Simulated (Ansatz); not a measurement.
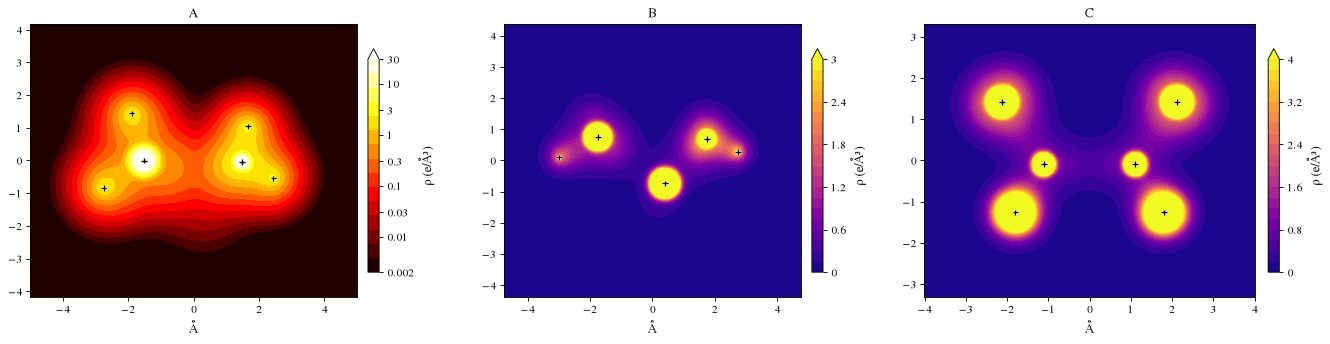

The electron density of 3 systems, each on a plane through atoms (crosses mark nuclei in the plane).

Theory: Ansatz 0.2.0, RKS PBE0-D4/def2-TZVPP.

System 1: CH8Si3 (SMILES C1[SiH2][SiH2][SiH2]1), the plane of atoms H5, C1 and H6. Geometry: PBE0-D4/def2-TZVP.

```xyz
12

C    -1.0693    0.5132   -0.6297
Si   -0.8415   -0.0358    1.1725
Si    1.4769   -0.1482    0.8101
Si    0.5038   -0.2903   -1.3234
H    -2.0115    0.2469   -1.1104
H    -0.9535    1.6017   -0.6783
H    -1.4027   -1.4018    1.3674
H    -1.4291    0.8667    2.2010
H     2.3086   -1.2443    1.3702
H     2.1483    1.1621    1.0383
H     0.2394   -1.7123   -1.6793
H     1.1073    0.3872   -2.5044
```

System 2: B2Cl2F2H4N2, the plane of atoms F1, B2 and Cl3. Geometry: PBE0-D4/def2-TZVP.

```xyz
12

F    -0.1544   -1.6814   -1.3830
B    -0.5691   -0.5343   -0.7831
Cl   -2.1722    0.1140   -1.3522
N     0.5726    0.5763   -0.8070
B     0.6687    0.4337    0.7766
F     1.8575   -0.1080    1.1521
Cl    0.1991    1.9685    1.6358
N    -0.4962   -0.6525    0.8038
H     1.4141    0.2832   -1.2929
H     0.2852    1.4866   -1.1440
H    -1.3352   -0.3765    1.2984
H    -0.1931   -1.5647    1.1296
```

System 3: C2H10AlOP, the plane of atoms Al2, C1 and H7. Geometry: PBE0-D4/def2-TZVP.

```xyz
15

C    -1.7734   -0.0234    1.0690
Al   -0.1703   -0.6338    0.1210
C     1.5652   -0.8149    1.0280
O    -0.4824   -1.6079   -1.2742
P     0.2445    1.4925   -1.3466
H    -1.5951    0.8809    1.6601
H    -2.1219   -0.7921    1.7678
H    -2.6030    0.1807    0.3855
H     2.4041   -0.9239    0.3331
H     1.5738   -1.6991    1.6756
H     1.7818    0.0444    1.6714
H     0.1875   -2.1860   -1.6343
H     0.5107    2.8036   -0.8924
H     1.2710    1.4205   -2.3122
H    -0.8145    1.8078   -2.2227
```

Match each panel to its system.

Panel A is system 1, CH8Si3: the plane holds C, Si and H. C–H (1.09 Å): the density is about 2 e/Å³ at the midpoint. Panel B is system 3, C2H10AlOP: the plane holds C, Al, P and H. C–Al (1.96 Å): ρ at the midpoint is about 0.71 e/Å³. Panel C is system 2, B2Cl2F2H4N2: the plane holds F, B and Cl. B–F (1.36 Å): ρ at the midpoint is about 2 e/Å³.
